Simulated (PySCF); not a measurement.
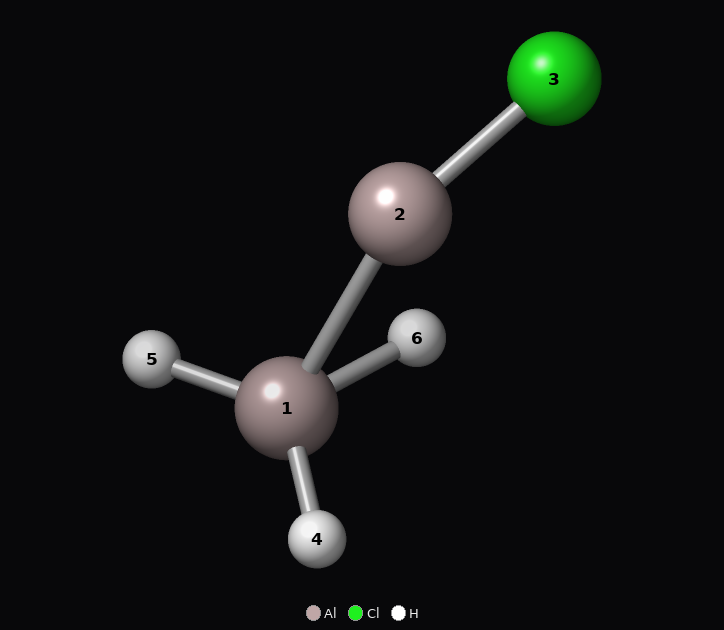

Numbered structure. The computed structure is the end point of a PBE-D4/def2-SVP optimisation. No frequency run is at hand to confirm it as a minimum.

Give the bond lengths.

```tsv
bond	length (Å)
Al1–Al2	2.559
Al1–H4	1.595
Al1–H5	1.596
Al1–H6	1.670
Al2–Cl3	2.128
```
